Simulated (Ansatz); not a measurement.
# [NH2]− (SMILES [NH2-]) at wB97M-V/aug-cc-pVTZ

Aim: the energy change on altering one bond length of [NH2]− at wB97M-V/aug-cc-pVTZ, from 2 runs. 

The calculation is run with Ansatz 0.2.0.

## (1) Starting point

[NH2]− has 3 atoms, charge -1, and is taken as a singlet. As SMILES, `[NH2-]`. The shape is that of a PBE0-D4/def2-TZVPD optimisation.

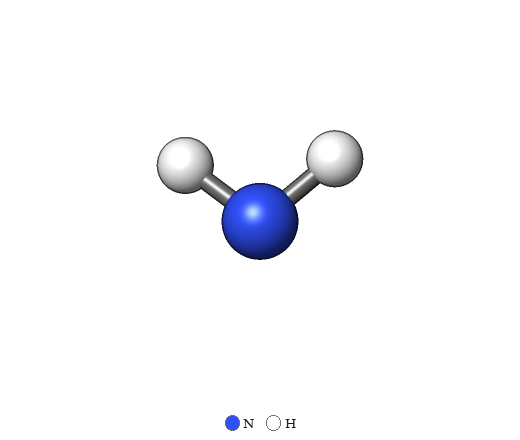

Viewed from a chosen angle; nitrogen blue, hydrogen white.

## (2) The energy at wB97M-V/aug-cc-pVTZ

run.yaml reads:

```yaml
crystal:
  periodic: [false, false, false]
  atoms:
    - {symbol: N, position_ang: [0.342200, -0.203000, 0.168700]}
    - {symbol: H, position_ang: [0.125500, 0.801200, 0.156000]}
    - {symbol: H, position_ang: [-0.467700, -0.598200, -0.324700]}
basis:
  gaussian:
    orbitals: aug-cc-pVTZ
accuracy: high
hamiltonian:
  xc: {name: wB97M-V}
total_charge: -1
output: {orbitals: {seedname: orbitals}}
```

Command:

```sh
ansatz run run.yaml --threads 1 --pin off --max-ram 3480MiB --events-out events.jsonl --progress --plain --runs-dir runs
```

Log:

```text
Warning: RAYON_NUM_THREADS=1 ignored (pool sized by the plan → 1); use --threads N
Functional definition: wB97M-V
  name "wB97M-V"
  parameter omega = 0.3/bohr
  parameter cx = 0.15
  parameter cx01 = 1.007
  parameter cx10 = 0.259
  parameter css00 = 0.443
  parameter css04 = -1.437
  parameter css10 = -4.535
  parameter css20 = -3.390
  parameter css43 = 4.278
  parameter cos00 = 1.000
  parameter cos10 = 1.358
  parameter cos20 = 2.924
  parameter cos21 = -8.812
  parameter cos60 = -1.390
  parameter cos61 = 9.142
  parameter b = 6.0
  parameter c = 0.01
  gx(w, u) = 1 - cx + cx01*u + cx10*w
  gss(w, u) = css00 + css04*u^4 + css10*w + css20*w^2 + css43*w^4*u^3
  gos(w, u) = cos00 + cos10*w + (cos20 + cos21*u)*w^2 + (cos60 + cos61*u)*w^6
  exchange = spin_sum(e_x_unif_sr(omega)*gx(b97_w, b97_u_x)) + cx*exact_x_sr(omega) + exact_x_lr(omega)
  correlation = spin_sum(e_c_pw_mod_same_spin*gss(b97_w, b97_u_same))
      + integral(e_c_pw_mod_opposite_spin*gos(b97_w_opposite, b97_u_opposite)) + vv10(b, c)
1355 factors; integrals over basis functions are off by at most 2.9e-9 eV
273 factors; integrals over basis functions are off by at most 2.1e-9 eV
mean field evaluation 1: about -1520.7772 eV, gradient 9.0e0 eV
mean field evaluation 2: about -1521.0294 eV, gradient 3.8e0 eV
mean field evaluation 4: about -1521.0668 eV, gradient 7.6e-1 eV
mean field evaluation 8: about -1521.0721 eV, gradient 3.9e-2 eV
mean field evaluation 16: about -1521.0722 eV, gradient 3.2e-5 eV
mean field -1521.07216952 eV, -55.8983712100 hartree, gradient 2.1e-8 eV, S^2 0.000000; 0 other end points of the search recorded, 0 dependent functions left out
reference -1521.07217309 eV, -55.8983713413 hartree; 5, 5 occupied and 87, 87 virtual orbitals, 1355 factors
Total energy: -1521.07217309 eV, -55.8983713413 hartree
```

Wall time 14 s (1 thread of Arm Neoverse V1, shared host); peak memory 0.26 GiB.

## (3) The distorted shape

job.yaml reads:

```yaml
crystal:
  periodic: [false, false, false]
  atoms:
    - {symbol: "N", position_ang: [0.374704, -0.353627, 0.170605]}
    - {symbol: H, position_ang: [0.125500, 0.801200, 0.156000]}
    - {symbol: H, position_ang: [-0.435196, -0.748827, -0.322795]}
basis:
  gaussian:
    orbitals: aug-cc-pVTZ
hamiltonian:
  xc: {name: wB97M-V}
output: {orbitals: {seedname: orbitals}}
total_charge: -1
accuracy: high
```

Command:

```sh
ansatz run job.yaml --threads 1 --pin off --max-ram 3480MiB --events-out events.jsonl --progress --plain --runs-dir runs
```

Log (excerpt; [...] marks lines left out):

```text
Warning: RAYON_NUM_THREADS=1 ignored (pool sized by the plan → 1); use --threads N
Functional definition: wB97M-V
  name "wB97M-V"
[...]
  gx(w, u) = 1 - cx + cx01*u + cx10*w
  gss(w, u) = css00 + css04*u^4 + css10*w + css20*w^2 + css43*w^4*u^3
  gos(w, u) = cos00 + cos10*w + (cos20 + cos21*u)*w^2 + (cos60 + cos61*u)*w^6
[...]
      + integral(e_c_pw_mod_opposite_spin*gos(b97_w_opposite, b97_u_opposite)) + vv10(b, c)
1374 factors; integrals over basis functions are off by at most 3.5e-9 eV
278 factors; integrals over basis functions are off by at most 2.0e-9 eV
[...]
mean field -1520.73135517 eV, -55.8858465139 hartree, gradient 3.6e-8 eV, S^2 0.000000; 0 other end points of the search recorded, 0 dependent functions left out
reference -1520.73135917 eV, -55.8858466609 hartree; 5, 5 occupied and 87, 87 virtual orbitals, 1374 factors
Total energy: -1520.73135917 eV, -55.8858466609 hartree
```

Wall time 13 s (1 thread of Arm Neoverse V1, shared host); peak memory 0.26 GiB.

## (4) Summary of results

Level: wB97M-V/aug-cc-pVTZ.

```
                                                              quantity         value
                                             first shape: total energy  -55.89837 Eh
                                              first shape: HOMO energy      -0.79 eV
                                              first shape: LUMO energy       4.03 eV
    first shape: HOMO–LUMO gap (to an unbound level, set by the basis)       4.83 eV
                                         distorted shape: total energy  -55.88585 Eh
                                          distorted shape: HOMO energy      -0.87 eV
                                          distorted shape: LUMO energy       4.03 eV
distorted shape: HOMO–LUMO gap (to an unbound level, set by the basis)       4.89 eV
     energy change with the N1–H2 bond stretched from 1.027 to 1.181 Å      0.341 eV
```

With the N1–H2 bond stretched from 1.027 to 1.181 Å the energy rises by 0.34 eV (32.9 kJ/mol). The first shape isn't relaxed at this level, so the change isn't measured from a minimum.
